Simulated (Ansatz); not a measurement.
Consider BH₆SbSi₂.

Input file:

```
crystal:
  periodic: [false, false, false]
  atoms:
    - {symbol: B, position_ang: [0.197759, 2.277836, -0.086910]}
    - {symbol: Sb, position_ang: [0.538195, 4.432143, -1.314383]}
    - {symbol: Si, position_ang: [-0.470720, 2.336950, -2.187467]}
    - {symbol: Si, position_ang: [2.127788, 2.666926, -0.261352]}
    - {symbol: H, position_ang: [0.223250, 1.355155, -3.067282]}
    - {symbol: H, position_ang: [-1.944493, 2.227771, -2.355813]}
    - {symbol: H, position_ang: [-0.028311, 1.271305, -0.847507]}
    - {symbol: H, position_ang: [-0.569285, 2.265105, 0.834154]}
    - {symbol: H, position_ang: [2.893249, 3.279869, 0.855939]}
    - {symbol: H, position_ang: [3.000106, 1.853215, -1.153038]}
basis:
  gaussian:
    orbitals: def2-TZVPD
output:
  forces: true
  orbitals: {seedname: orbitals}
hamiltonian:
  xc: {name: PBE0}
```

Command:

```sh
ansatz run input.yaml --threads 2 --pin off --max-ram 4350MiB --events-out events.jsonl --progress --plain --runs-dir runs
```

Geometry: B3LYP-D3(BJ)/def2-SVP; core potentials replace the inner electrons of Sb.

Level of theory: Ansatz 0.2.0, isolated molecule in a Gaussian basis; Kohn-Sham density functional theory, functional PBE0.

### What will maps of the electron density and electron localisation function show?

Si–B (1.98 Å): ρ at the midpoint is about 0.77 e/Å³; the ELF peaks at about 0.95 between the atoms (a covalent bond).
B–Sb (2.50 Å): ρ at the midpoint is about 0.4 e/Å³; the ELF peaks at about 0.70 in the valence shell of B, 0.9 Å from its nucleus, and is about 0.45 at the midpoint.
Si–Sb (2.60 Å): ρ is about 0.44 e/Å³ halfway; the ELF peaks at about 0.75 between the atoms (localised, covalent bonding).

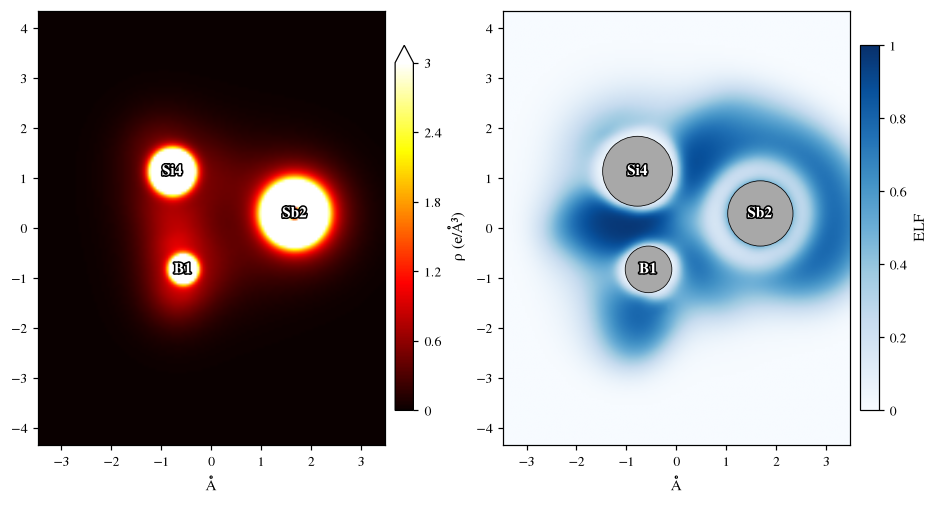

Computed electron density and electron localisation function on the plane of atoms B1, Si4 and Sb2, in this order. Grey discs cover the atomic cores in the ELF map. 
